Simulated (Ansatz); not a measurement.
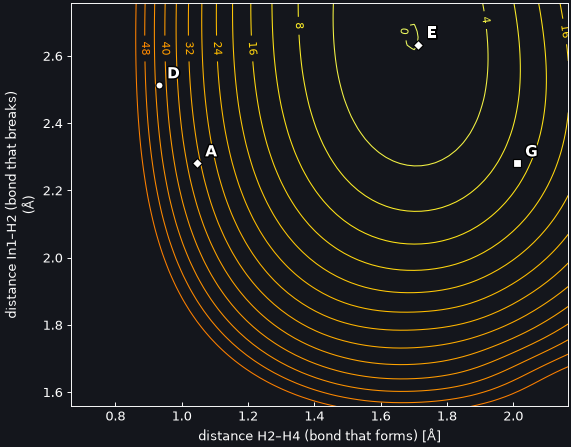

The reacting system ClH3InN. 
- Coordinates scanned: (1) distance H2–H4 (bond that forms); (2) distance In1–H2 (bond that breaks).
- Relaxed at each point: all other coordinates.
- The scan uses a 13 × 13 grid.
- Points are written as (first, second).
- Energies are in kcal/mol, from the lowest grid point.
- The reference is spin-restricted, so regions where a bond is pulled apart into radicals lie too high.
- Theory: RKS SPW92 (LDA)/def2-SVP (Ansatz 0.2.0).

Drawn: contour lines labelled in kcal/mol (none above 52), lettered points. Between grid points the surface is interpolated.

### Is E the lowest point of the computed grid?

Yes. E, at (1.713 Å, 2.633 Å), has the lowest energy of the grid.

### What kind of point is each of A, D, E, G: minimum, saddle, maximum or slope?

A: on a slope; D: on a slope; E: minimum; G: on a slope. (In these two coordinates alone; a stationary point may lie a little off the grid point.)

### Rank the lettered points by energy, lowest first.

E (0 kcal/mol), G (10 kcal/mol), A (33 kcal/mol), D (43 kcal/mol).
